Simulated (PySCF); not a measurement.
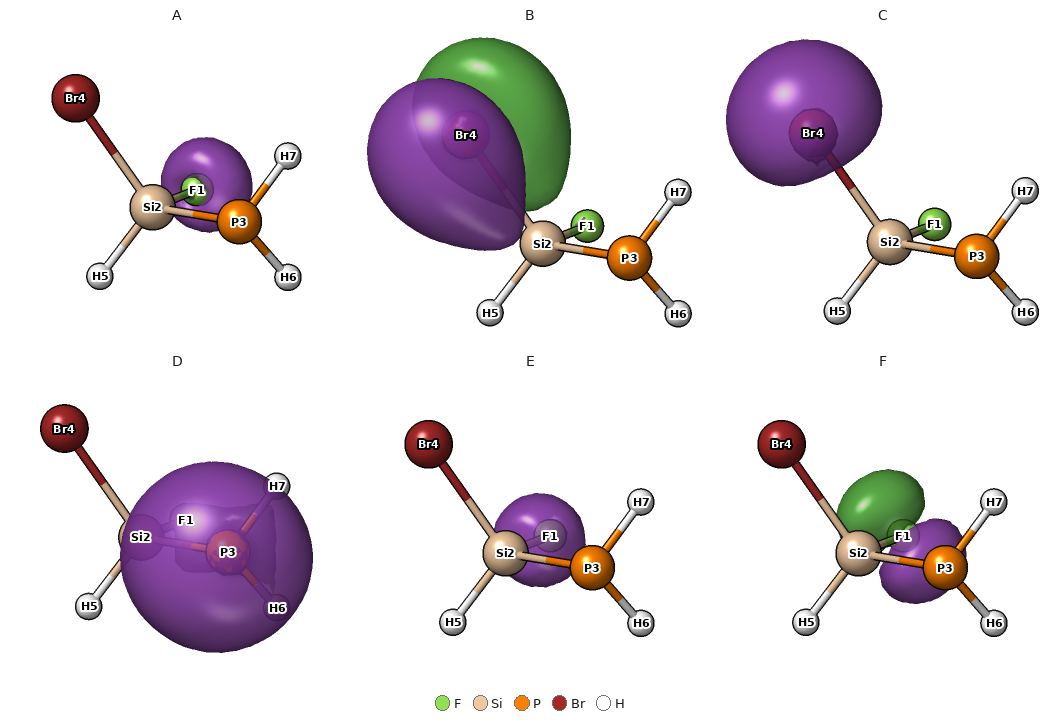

*BrFH₃PSi, SMILES `F[SiH](P)Br`. Intrinsic bond orbitals (IBO), occupied; each surface holds about 85 % of the orbital's density. Energies are diagonal elements of the Fock matrix.*

Method: TPSS/def2-TZVP; geometry: GFN2-xTB; program: PySCF. No frequency check shows the geometry to be a minimum. GFN2-xTB bond lengths at metals and heavier atoms can be off by up to 0.1 Å and shapes distorted, which carries into these values.

Input

```python
import numpy as np
from pyscf import gto, scf, dft, lo
from pyscf.data.elements import chemcore

def solve(mol, dm0=None, hcore=None):
    mf = (dft.UKS if mol.spin else dft.RKS)(mol, xc='tpss')
    mf.grids.level = 3
    mf = mf.density_fit(auxbasis='def2-universal-jkfit')
    mf.conv_tol, mf.max_cycle = 1e-8, 80
    if hcore is not None:
        mf.get_hcore = lambda *args: hcore
    mf.kernel(dm0)
    if not mf.converged:
        mf = mf.newton().run(mf.mo_coeff, mf.mo_occ, max_cycle=30)
    assert mf.converged, 'SCF not converged'
    return mf

mol = gto.M(atom='''
F      0.57472    -1.88840    -0.44406
Si     0.52399    -0.54474     0.44007
P      2.14926     0.90708    -0.05092
Br    -1.43979     0.32400    -0.05180
H      0.48493    -1.02015     1.80619
H      3.14517    -0.05351     0.02933
H      2.01525     0.74940    -1.42318
''', basis='def2-tzvp', charge=0, spin=0, verbose=4)
mf = solve(mol)
occ_all = mf.mo_coeff[:, mf.mo_occ > 0]
occ = occ_all[:, chemcore(mol):]
loc = lo.ibo.ibo(mol, occ, iaos=lo.iao.iao(mol, occ_all))
fock, s = mf.get_fock(), mf.get_ovlp()
ortho = lo.orth_ao(mol, 'meta_lowdin')
ortho = lo.vec_lowdin(lo.iao.iao(mol, occ_all), s)
labels = lo.iao.reference_mol(mol).ao_labels(fmt=None)
vir = lo.vvo.livvo(mol, occ_all, mf.mo_coeff[:, mf.mo_occ == 0])
both = np.hstack([loc, vir])
p = (ortho.T @ s @ both) ** 2
pop = np.array([p[[l[0] == a for l in labels]].sum(0) for a in range(mol.natm)])
spd = np.array([[p[[l[0] == a and l[2][-1] == k for l in labels]].sum(0) for k in 'spd'] for a in range(mol.natm)])
eps = np.einsum('pi,pq,qi->i', both, fock, both)
for i in np.argsort(eps):
    top = np.argsort(-pop[:, i])[:3]
    print('%3d %s %9.4f Eh ' % (i + 1, 'occ' if i < loc.shape[1] else 'vir', eps[i]), '  '.join('%s%d %.3f' % (mol.atom_symbol(a), a + 1, pop[a, i]) for a in top))
np.savez('result.npz', c=both, nocc=loc.shape[1], pop=pop, spd=spd, eps=eps, e=mf.e_tot)
```

Run with:

```sh
OMP_NUM_THREADS=1 python input.py
```

The run took 38 s on 1 thread of Intel(R) Xeon(R) Platinum 8259CL CPU @ 2.50GHz (Skylake/Cascade Lake), on a shared host, peak memory 0.65 GiB.

> What does each orbital represent in a Lewis picture?

By panel:
- A: lone pair on F1 (sp0.8-type) (F1 100 %; −19.4 eV)
- B: lone pair on Br4 (p-type) (Br4 96 %, Si2 4 %; −7.9 eV)
- C: lone pair on Br4 (s-type) (Br4 100 %; −16.3 eV)
- D: lone pair on P3 (sp1-type) (P3 97 %; −9.2 eV)
- E: pair mostly on F1, shared in part with Si2 (F1 83 %, Si2 16 %; −23.0 eV)
- F: lone pair on F1 (p-type) (F1 96 %; −10.5 eV)

> Which has the smallest and which the largest spatial spread?

Smallest: A (0.61 Å); largest: B (1.26 Å).
